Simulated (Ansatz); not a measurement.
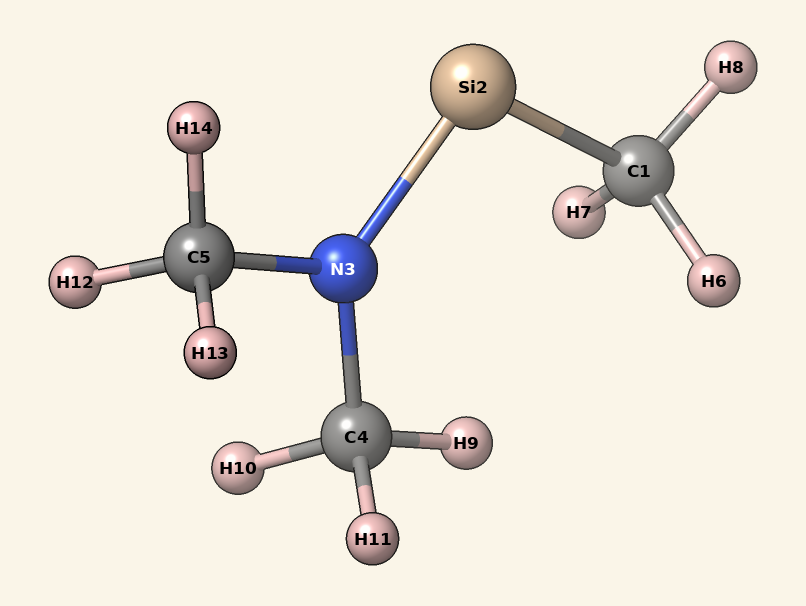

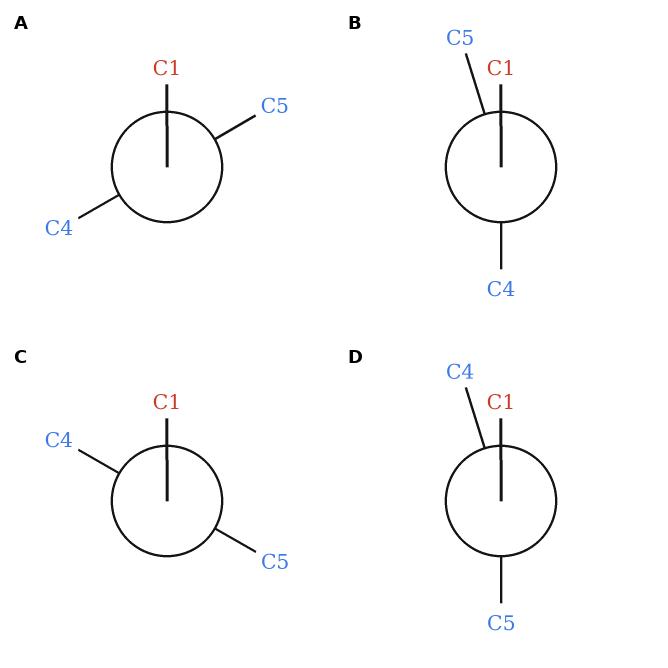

Atoms fade into the background with distance from the viewer. Bonds that would overlap in a projection are set slightly apart. The geometry was computed by an optimisation with PBE-D4/def2-SVP. No frequency run is at hand to confirm it as a minimum.

Which Newman projection shows the view along Si2–N3, with Si2 in front?

Answer. D. The torsion angle C1–Si2–N3–C4 is 0°, synperiplanar (eclipsed).
